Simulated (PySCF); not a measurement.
# N₂: excited-state relaxation, vibronic structure

Aim: compute the excited-state relaxation, vibronic structure of N₂ (`N#N`).

Programs: PySCF 2.14.0, with routines of our own; each step states its level. All values are computed. Atoms count from 0.

## Step 1: The system as given

2 atoms, charge 0, multiplicity 1; geometry from: GFN2-xTB.

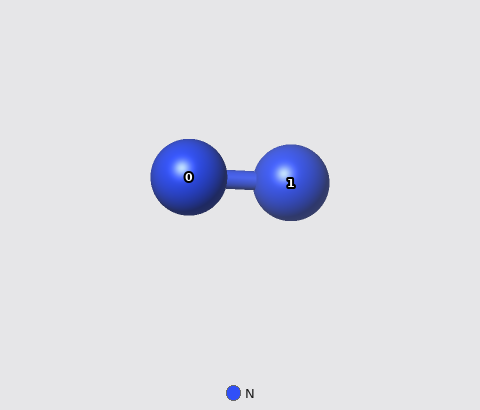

The starting geometry (nitrogen blue).

## Step 2: Relaxing the molecule at B3LYP/6-31+G*

What the job is given:

```
{"job": {"xc": "B3LYP", "basis": "6-31+G*", "grid": 1, "kind": "geom"}, "charge": 0, "multiplicity": 1}
N      0.550487    -0.002118    -0.003770
N     -0.547730     0.003387    -0.010379
```

Command:

```
OMP_NUM_THREADS=1 python excited_run.py task.json out
```

One launch serves the whole session: the jobs run in the order shown.

The program printed:

```text
step   0  E = -109.52687635  max force = 0.021196
step   1  E = -109.52701151  max force = 0.000794
step   2  E = -109.52701174  max force = 0.000084
optimisation converged
```

Wall time 0.79 s (1 thread of Arm Neoverse V2, shared host); peak memory 0.23 GiB.

Along the way:

```csv
step,energy from step 0 (eV),largest force component (eV/Å)
0,0.0000,1.0899
1,-0.0037,0.0408
2,-0.0037,0.0043
```

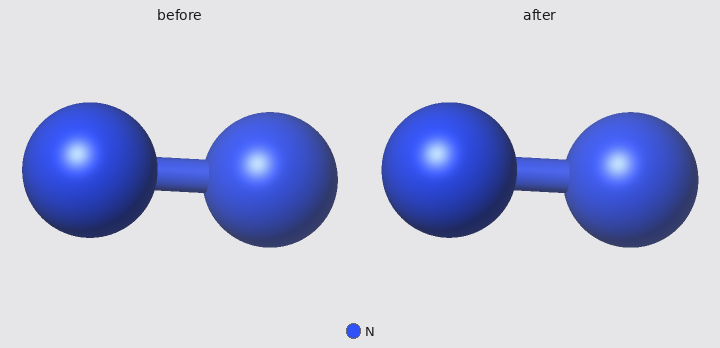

Before and after, at one scale.

The bond:

```csv
bond,before (Å),after (Å),change (Å)
N0–N1,1.098,1.105,+0.007
```

The next job starts from the end point, and lists it.

```csv
at the end point,value
point group (found at 0.08 Å tolerance),D∞h
"rotational constants (GHz, main isotopes)","59.100, 59.100"
dipole moment (D),0.00
```

## Step 3: Excited-state relaxation: TDDFT B3LYP/6-31+G*

What the job is given:

```
{"job": {"kind": "xopt", "state": "S1", "method": "TDDFT", "freq": true, "xc": "B3LYP", "basis": "6-31+G*", "grid": 1}, "charge": 0, "multiplicity": 1}
N      0.554848    -0.002634    -0.003591
N     -0.550253     0.003218    -0.010613
```

Level: TDDFT B3LYP/6-31+G* excited-state geometry optimisation, gas phase.

The program printed:

```text
final grid: 10240 points
cycle   1  E = -109.5244789513  dE =  1.335e-01  |g| = 1.009e-01  |ddm| = 1.728e+00
cycle   2  E = -109.5260092289  dE = -1.530e-03  |g| = 6.321e-02  |ddm| = 1.484e-01
cycle   3  E = -109.5270081965  dE = -9.990e-04  |g| = 3.618e-03  |ddm| = 7.233e-02
cycle   4  E = -109.5270116275  dE = -3.431e-06  |g| = 7.074e-04  |ddm| = 4.537e-03
cycle   5  E = -109.5270117367  dE = -1.092e-07  |g| = 1.188e-05  |ddm| = 2.006e-03
cycle   6  E = -109.5270117368  dE = -6.605e-11  |g| = 3.739e-07  |ddm| = 1.078e-04
converged SCF energy = -109.5270117368

vertical S1 at the ground-state geometry: 9.1544 eV
step    E(state)/Eh    max force   excitation/eV  root
  0    -109.18401689   0.314946     9.3223      1
  1    -109.23434422   0.135209     7.4197      1
  2    -109.24154400   0.062951     6.7665      1
  3    -109.24393771   0.013411     6.2356      1
  4    -109.24406906   0.001829     6.0977      1
  5    -109.24407170   0.000064     6.0762      1
optimisation converged
vertical emission 6.0762 eV, adiabatic 7.6992 eV, Stokes shift 3.0782 eV, reorganisation 1.4552 (excited) and 1.6230 eV (ground)
zero-point change -0.0558 eV, 0-0 energy 7.6434 eV
frequencies of the excited state (cm-1): 1554
```

It took 8.5 s on 1 thread of Arm Neoverse V2, shared host; peak memory 0.25 GiB.

Key values:

```csv
quantity,value
"vertical absorption, S1",9.15 eV
"adiabatic energy, S1",7.70 eV
"vertical emission, S1",6.08 eV
"Stokes shift, S1",3.08 eV
"geometry moved (RMSD), S1",0.088 Å
```

Bonds of the start that changed most:

```csv
bond,start (Å),end (Å)
N0–N1,1.105,1.282
```

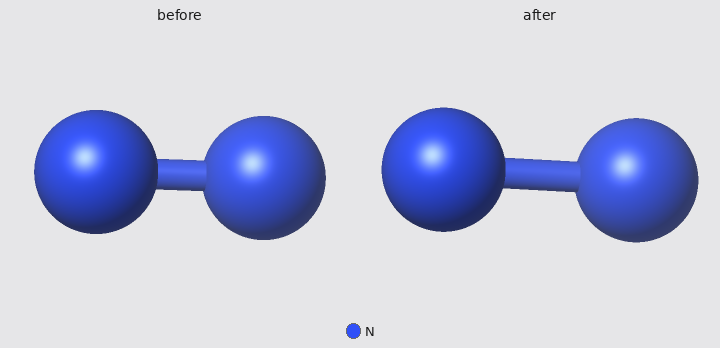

Before and after.

## Step 4: Excited-state relaxation: UKS B3LYP/6-31+G*

What the job is given:

```
{"job": {"kind": "xopt", "state": "T1", "method": "UKS", "freq": true, "xc": "B3LYP", "basis": "6-31+G*", "grid": 1}, "charge": 0, "multiplicity": 1}
N      0.554848    -0.002634    -0.003591
N     -0.550253     0.003218    -0.010613
```

Method: UKS B3LYP/6-31+G* excited-state geometry optimisation, gas phase.

The program printed:

```text
final grid: 10240 points
cycle   1  E = -109.5244789513  dE =  1.335e-01  |g| = 1.009e-01  |ddm| = 1.728e+00
cycle   2  E = -109.5260092289  dE = -1.530e-03  |g| = 6.321e-02  |ddm| = 1.484e-01
cycle   3  E = -109.5270081965  dE = -9.990e-04  |g| = 3.618e-03  |ddm| = 7.233e-02
cycle   4  E = -109.5270116275  dE = -3.431e-06  |g| = 7.074e-04  |ddm| = 4.537e-03
cycle   5  E = -109.5270117367  dE = -1.092e-07  |g| = 1.188e-05  |ddm| = 2.006e-03
cycle   6  E = -109.5270117368  dE = -6.605e-11  |g| = 3.739e-07  |ddm| = 1.078e-04
converged SCF energy = -109.5270117368

vertical T1 at the ground-state geometry: 7.7880 eV
step    E(state)/Eh    max force   <S^2>
  0    -109.23116985   0.454560    2.0039
  1    -109.29458139   0.050480    2.0043
  2    -109.29566345   0.028474    2.0044
  3    -109.29621405   0.002983    2.0044
  4    -109.29622065   0.000206    2.0044
optimisation converged
vertical emission 4.6811 eV, adiabatic 6.2801 eV, Stokes shift 3.1070 eV, reorganisation 1.5079 (excited) and 1.5991 eV (ground)
zero-point change -0.0541 eV, 0-0 energy 6.2260 eV
frequencies of the excited state (cm-1): 1581
```

It took 4.3 s on 1 thread of Arm Neoverse V2, shared host; peak memory 0.25 GiB.

Key values:

```csv
quantity,value
"vertical gap at the ground-state geometry, T1",7.79 eV
"adiabatic energy, T1",6.28 eV
"vertical gap at the relaxed geometry, T1",4.68 eV
"difference of the two gaps, T1",3.11 eV
"geometry moved (RMSD), T1",0.088 Å
```

Bonds of the start that changed most:

```csv
bond,start (Å),end (Å)
N0–N1,1.105,1.281
```

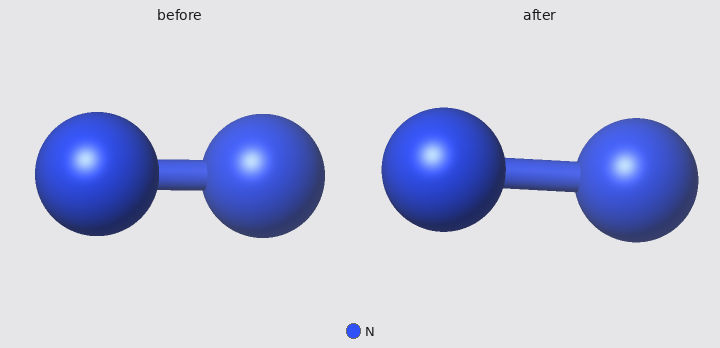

Before and after.

## Step 5: Excited-state relaxation: TDA B3LYP/6-31+G*

What the job is given:

```
{"job": {"kind": "xopt", "state": "T1", "method": "TDA", "xc": "B3LYP", "basis": "6-31+G*", "grid": 1}, "charge": 0, "multiplicity": 1}
N      0.554848    -0.002634    -0.003591
N     -0.550253     0.003218    -0.010613
```

Method: TDA B3LYP/6-31+G* excited-state geometry optimisation, gas phase.

The program printed:

```text
final grid: 10240 points
cycle   1  E = -109.5244789513  dE =  1.335e-01  |g| = 1.009e-01  |ddm| = 1.728e+00
cycle   2  E = -109.5260092289  dE = -1.530e-03  |g| = 6.321e-02  |ddm| = 1.484e-01
cycle   3  E = -109.5270081965  dE = -9.990e-04  |g| = 3.618e-03  |ddm| = 7.233e-02
cycle   4  E = -109.5270116275  dE = -3.431e-06  |g| = 7.074e-04  |ddm| = 4.537e-03
cycle   5  E = -109.5270117367  dE = -1.092e-07  |g| = 1.188e-05  |ddm| = 2.006e-03
cycle   6  E = -109.5270117368  dE = -6.605e-11  |g| = 3.739e-07  |ddm| = 1.078e-04
converged SCF energy = -109.5270117368

vertical T1 at the ground-state geometry: 7.4232 eV
step    E(state)/Eh    max force   excitation/eV  root
  0    -109.24465255   0.451176     7.6723      1
  1    -109.30732241   0.047048     4.8709      1
  2    -109.30826308   0.026610     4.6604      1
  3    -109.30874297   0.002621     4.3948      1
  4    -109.30874858   0.000166     4.3663      1
optimisation converged
vertical emission 4.3663 eV, adiabatic 5.9392 eV, Stokes shift 3.0569 eV, reorganisation 1.4839 (excited) and 1.5729 eV (ground)
```

It took 2 s on 1 thread of Arm Neoverse V2, shared host; peak memory 0.27 GiB.

From this job:

```csv
quantity,value
"vertical gap at the ground-state geometry, T1",7.42 eV
"adiabatic energy, T1",5.94 eV
"vertical gap at the relaxed geometry, T1",4.37 eV
"difference of the two gaps, T1",3.06 eV
"geometry moved (RMSD), T1",0.087 Å
```

Bonds of the start that changed most:

```csv
bond,start (Å),end (Å)
N0–N1,1.105,1.279
```

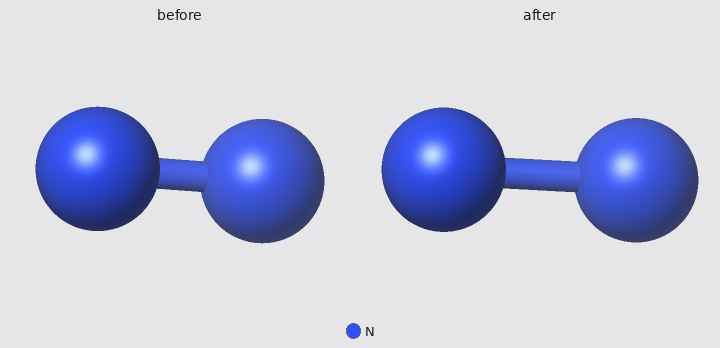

Before and after.

## Step 6: Vibronic structure: TDDFT B3LYP/6-31+G*

What the job is given:

```
{"job": {"kind": "vib", "tda": false, "freq": true, "xc": "B3LYP", "basis": "6-31+G*", "grid": 1}, "charge": 0, "multiplicity": 1}
N      0.554848    -0.002634    -0.003591
N     -0.550253     0.003218    -0.010613
```

Level: TDDFT B3LYP/6-31+G* vertical-gradient vibronic structure (displaced harmonic oscillators, Condon), gas phase.

The program printed:

```text
final grid: 10240 points
cycle   1  E = -109.5244789513  dE =  1.335e-01  |g| = 1.009e-01  |ddm| = 1.728e+00
cycle   2  E = -109.5260092289  dE = -1.530e-03  |g| = 6.321e-02  |ddm| = 1.484e-01
cycle   3  E = -109.5270081965  dE = -9.990e-04  |g| = 3.618e-03  |ddm| = 7.233e-02
cycle   4  E = -109.5270116275  dE = -3.431e-06  |g| = 7.074e-04  |ddm| = 4.537e-03
cycle   5  E = -109.5270117367  dE = -1.092e-07  |g| = 1.188e-05  |ddm| = 2.006e-03
cycle   6  E = -109.5270117368  dE = -6.605e-11  |g| = 3.739e-07  |ddm| = 1.078e-04
converged SCF energy = -109.5270117368

Singlet excitations (eV, f): 9.154 (0.0000)  9.154 (0.0000)  9.192 (0.0000)  9.605 (0.0000)  9.605 (0.0000)  12.872 (0.0000)

State S1  9.1544 eV  f = 0.00000  H->L+1 0.99
  relaxed dipole 0.000 D, largest gradient of the excitation energy 0.2741 Eh/bohr
  mode    cm-1        S   lambda/meV  Raman
    1   2453.9    2.1056     640.6   1.000
  reorganisation energy 0.6406 eV, total S 2.106, 0-0 8.5137 eV
  absorption maximum 9.122 eV, width 0.639 eV

State T1  7.4232 eV  f = 0.00000  H-2->L 0.49, H-1->L+1 0.49
  relaxed dipole 0.000 D, largest gradient of the excitation energy 0.4048 Eh/bohr
  mode    cm-1        S   lambda/meV  Raman
    1   2453.9    4.5929    1397.4   1.000
  reorganisation energy 1.3974 eV, total S 4.593, 0-0 6.0258 eV
```

Run time: 0.64 s. Hardware: 1 thread of Arm Neoverse V2, shared host; peak memory 0.27 GiB.

## Step 7: Summary of results

```
                                                                                          quantity                     value
                                                                                       point group                       D∞h
                                                              rotational constants (main isotopes)          59.10, 59.10 GHz
                                             vertical absorption, S1 (step 3, TDDFT B3LYP/6-31+G*)                   9.15 eV
                                                adiabatic energy, S1 (step 3, TDDFT B3LYP/6-31+G*)                   7.70 eV
                                               vertical emission, S1 (step 3, TDDFT B3LYP/6-31+G*)                   6.08 eV
                                                    Stokes shift, S1 (step 3, TDDFT B3LYP/6-31+G*)                   3.08 eV
                         vertical gap at the ground-state geometry, T1 (step 4, UKS B3LYP/6-31+G*)                   7.79 eV
                                                  adiabatic energy, T1 (step 4, UKS B3LYP/6-31+G*)                   6.28 eV
                              vertical gap at the relaxed geometry, T1 (step 4, UKS B3LYP/6-31+G*)                   4.68 eV
                                        difference of the two gaps, T1 (step 4, UKS B3LYP/6-31+G*)                   3.11 eV
                         vertical gap at the ground-state geometry, T1 (step 5, TDA B3LYP/6-31+G*)                   7.42 eV
                                                  adiabatic energy, T1 (step 5, TDA B3LYP/6-31+G*)                   5.94 eV
                              vertical gap at the relaxed geometry, T1 (step 5, TDA B3LYP/6-31+G*)                   4.37 eV
                                        difference of the two gaps, T1 (step 5, TDA B3LYP/6-31+G*)                   3.06 eV
S1: vertical, reorganisation, 0-0, total S (step 6, TDDFT B3LYP/6-31+G*, modes from B3LYP/6-31+G*)  9.15, 0.64, 8.51 eV; 2.1
  T1: vertical, reorganisation, 0-0, total S (step 6, TDA B3LYP/6-31+G*, modes from B3LYP/6-31+G*)  7.42, 1.40, 6.03 eV; 4.6
```

**Reading.** Over 2 steps the energy fell by 0.004 eV; of the close pairs, N0–N1 changed most, 1.098 to 1.105 Å. In step 3 the driver flags a change of the state's leading configuration on relaxing; where it is real, start and end values belong to different states. In step 3 (excited-state relaxation), among the bonds N0–N1 changes most, from 1.105 to 1.282 Å. In step 4 (excited-state relaxation), among the bonds N0–N1 changes most, from 1.105 to 1.281 Å. In step 5 (excited-state relaxation), among the bonds N0–N1 changes most, from 1.105 to 1.279 Å. Some states lie very close; unless symmetry makes them partners, their order is unsure. In step 6 the harmonic model is doubtful. The vibronic model keeps the ground-state modes and shifts them along the gradient alone, so it can miss much of the relaxation that a full optimisation finds. ΔSCF (UKS) and response values aren't on one footing and may follow different states, so their differences aren't method errors alone, and singlets and triplets from the two don't rank.
